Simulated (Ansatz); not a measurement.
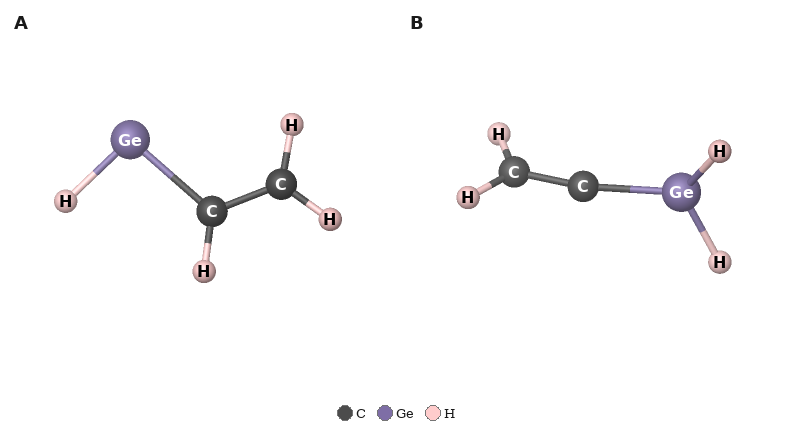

2 stationary structures of one formula. Geometries: PBE0-D4/def2-TZVP. Electronic energies: RHF-CCSD(T) (frozen core)/def2-TZVPP (Ansatz 0.2.0), without zero-point energy. No frequency run is at hand to confirm each as a minimum. Each is one conformer, not always the lowest.

Which structure is the most stable?

Answer. A is lowest (Cs); B lies 0.856 eV above it (Cs).
